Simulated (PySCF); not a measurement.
## Two runs on AlB

System: AlB, multiplicity 3.
Method of run 1: ROKS-wb97x/lanl2dz (PySCF 2.14.0).

Text and figures count atoms from 1; the logs count them from 0 in places.

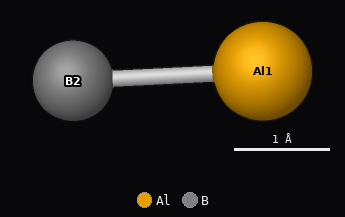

The structure as given in the input (ball-and-stick view, seen at a tilt; atoms are numbered from 1 in the order of the input). Sticks mark near contacts. Bond lengths as drawn: Al–B 2.01 Å.

### Input file, run 1
```python
from pyscf import gto, dft

mol = gto.M(
    atom='Al 0 0 0; B 0 0 2.01',
    basis='lanl2dz',
    ecp={'Al': 'lanl2dz'},
    charge=0,
    spin=2,
    verbose=4,
)
mf = dft.ROKS(mol, xc='wb97x')
field = 0.005  # electric field along z, atomic units
h = mf.get_hcore() + field*mol.intor('int1e_r')[2]
mf.get_hcore = lambda *args: h
e_nuc = mol.energy_nuc() - field*mol.atom_charges() @ mol.atom_coords()[:, 2]
mf.energy_nuc = lambda *args: e_nuc
mf.kernel()
mf.mulliken_pop()
mf.dip_moment()
print('orbital energies (hartree):', mf.mo_energy[..., max(0, mol.nelec[1]-3):mol.nelec[0]+3].round(4))
```

Command:
```bash
OMP_NUM_THREADS=1 python input.py
```

Hardware: 1 CPU thread, shared host.

### Output, shortened to warnings, some set-up lines, iterations and results (run 1)
```
[...]
cycle= 1 E= -26.5761871289787  delta_E= -0.638  |g|= 0.172  |ddm|= 1.54
cycle= 2 E= -26.5844635401885  delta_E= -0.00828  |g|= 0.178  |ddm|= 0.503
cycle= 3 E= -26.6123254330164  delta_E= -0.0279  |g|= 0.0404  |ddm|= 0.275
cycle= 4 E= -26.6139246742972  delta_E= -0.0016  |g|= 0.0195  |ddm|= 0.0605
cycle= 5 E= -26.6145777375554  delta_E= -0.000653  |g|= 0.0129  |ddm|= 0.0483
cycle= 6 E= -26.6149381200859  delta_E= -0.00036  |g|= 0.000985  |ddm|= 0.0627
cycle= 7 E= -26.6149393147674  delta_E= -1.19e-06  |g|= 0.000163  |ddm|= 0.00349
cycle= 8 E= -26.6149393943916  delta_E= -7.96e-08  |g|= 2.81e-05  |ddm|= 0.000978
cycle= 9 E= -26.6149393956541  delta_E= -1.26e-09  |g|= 5.14e-06  |ddm|= 0.000144
cycle= 10 E= -26.6149393956853  delta_E= -3.12e-11  |g|= 6.41e-07  |ddm|= 2.68e-05
  HOMO = -0.142503724895577  LUMO = -0.0367622029847205  gap/eV = 2.87737
Extra cycle  E= -26.6149393956858  delta_E= -4.41e-13  |g|= 2.98e-07  |ddm|= 1.86e-06
converged SCF energy = -26.6149393956858
 ** Mulliken pop  **
pop of  0 Al 3s           0.92278
pop of  0 Al 4s           0.83986
pop of  0 Al 3px          0.17629
pop of  0 Al 3py          0.17629
pop of  0 Al 3pz          0.22472
pop of  0 Al 4px          0.12005
pop of  0 Al 4py          0.12005
pop of  0 Al 4pz          0.07794
pop of  1 B 1s            1.99899
pop of  1 B 2s            0.80900
pop of  1 B 3s            0.96430
pop of  1 B 2px           0.53822
pop of  1 B 2py           0.53822
pop of  1 B 2pz           0.15828
pop of  1 B 3px           0.16544
pop of  1 B 3py           0.16544
pop of  1 B 3pz           0.00412
 ** Mulliken atomic charges  **
charge of    0Al =      0.34202
charge of    1B =     -0.34202
Dipole moment(X, Y, Z, Debye): -0.00000, -0.00000, -0.16070
orbital energies (hartree): [-6.9066 -0.5586 -0.3352 -0.1425 -0.1425 -0.0368  0.0493  0.0493]
```

The input of run 2 differs as follows (lines with − go, lines with + come):
```diff
-mf = dft.ROKS(mol, xc='wb97x')
-field = 0.005  # electric field along z, atomic units
-h = mf.get_hcore() + field*mol.intor('int1e_r')[2]
-mf.get_hcore = lambda *args: h
-e_nuc = mol.energy_nuc() - field*mol.atom_charges() @ mol.atom_coords()[:, 2]
-mf.energy_nuc = lambda *args: e_nuc
+mf = dft.UKS(mol, xc='wb97x')
-mf.mulliken_pop()
+mf.stability(internal=True, external=True)
-print('orbital energies (hartree):', mf.mo_energy[..., max(0, mol.nelec[1]-3):mol.nelec[0]+3].round(4))
+print('orbital energies (hartree):', [e[max(0, n-3):n+3].round(4) for e, n in zip(mf.mo_energy, mol.nelec)])
```

Predict how the results change.

The total energies belong to different models, so their difference says nothing on which is more stable or more accurate. The dipole moment goes from 0.16 to 1.75 D. The SCF takes 17 iterations against 10.

### Output, shortened to warnings, some set-up lines, iterations and results (run 2)
```
WARN: HOMO -0.0532874612002936 >= LUMO -0.0532874612002932
[...]
cycle= 1 E= -26.5631557984012  delta_E= -0.625  |g|= 0.16  |ddm|= 1.54
cycle= 2 E= -26.5896110593722  delta_E= -0.0265  |g|= 0.15  |ddm|= 0.549
cycle= 3 E= -26.6160958834601  delta_E= -0.0265  |g|= 0.0195  |ddm|= 0.224
cycle= 4 E= -26.617397913114  delta_E= -0.0013  |g|= 0.0111  |ddm|= 0.0655
cycle= 5 E= -26.6181798534098  delta_E= -0.000782  |g|= 0.00943  |ddm|= 0.0472
[... 7 lines ...]
cycle= 13 E= -26.621960502753  delta_E= -8.73e-07  |g|= 8.75e-05  |ddm|= 0.00395
cycle= 14 E= -26.6219604679948  delta_E= 3.48e-08  |g|= 9.36e-05  |ddm|= 0.000512
cycle= 15 E= -26.6219605309169  delta_E= -6.29e-08  |g|= 2.24e-05  |ddm|= 0.0014
cycle= 16 E= -26.6219605352146  delta_E= -4.3e-09  |g|= 4.39e-06  |ddm|= 0.000351
cycle= 17 E= -26.6219605353812  delta_E= -1.67e-10  |g|= 6.2e-07  |ddm|= 4.83e-05
  alpha nocc = 5  HOMO = -0.28700950558863  LUMO = -0.0163947543862339
  beta  nocc = 3  HOMO = -0.334966577858756  LUMO = -0.0350129296021197
  HOMO = -0.287009505589  LUMO = -0.0350129296021  gap/eV = 6.85718
Extra cycle  E= -26.6219605353827  delta_E= -1.5e-12  |g|= 4.33e-07  |ddm|= 1.8e-06
converged SCF energy = -26.6219605353827  <S^2> = 2.2748295  2S+1 = 3.1779424
uhf_internal: lowest eigs of H = [-0.00435187 -0.00434833  0.1099051 ]
<class 'pyscf.dft.uks.UKS'> wavefunction has an internal instability
uhf_real2complex: lowest eigs of H = [0.00032597 0.00032929 0.08484549]
<class 'pyscf.dft.uks.UKS'> wavefunction is stable in the real -> complex stability analysis
uhf_external: lowest eigs of H = [-0.08022222 -0.0278124   0.00094877]
<class 'pyscf.dft.uks.UKS'> wavefunction has an UHF/UKS -> GHF/GKS instability
Dipole moment(X, Y, Z, Debye):  0.00000,  0.00000, -1.75363
orbital energies (hartree): [array([-0.3616, -0.287 , -0.287 , -0.0603,  0.0276,  0.0276]), array([-6.8937, -0.5258, -0.335 , -0.035 , -0.035 , -0.0164])]
```

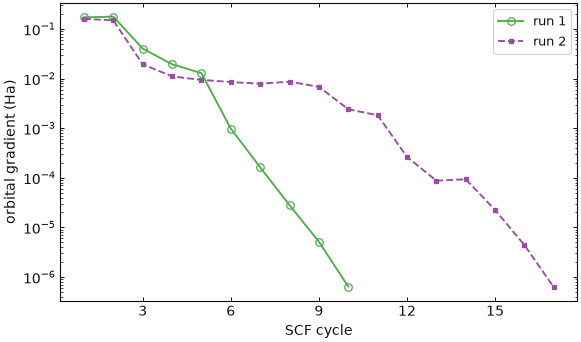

Convergence of the two runs: orbital gradient against the SCF cycle. Run 1 takes 10 cycles in all, and run 2 takes 17.

### The two runs side by side

| quantity | run 1 | run 2 |
| --- | --- | --- |
| outcome | converged | converged |
| SCF energy (hartree) | −26.614939 | −26.621961 |
| dipole moment (D) | 0.16 | 1.75 |
| SCF iterations | 10 | 17 |
| ⟨S²⟩ | – | 2.275 |
| wall time (shared host) | 0.83 s | 2.5 s |

For run 2: ⟨S²⟩ is 2.27 against 2.00 for a pure state: the solution is spin-contaminated.
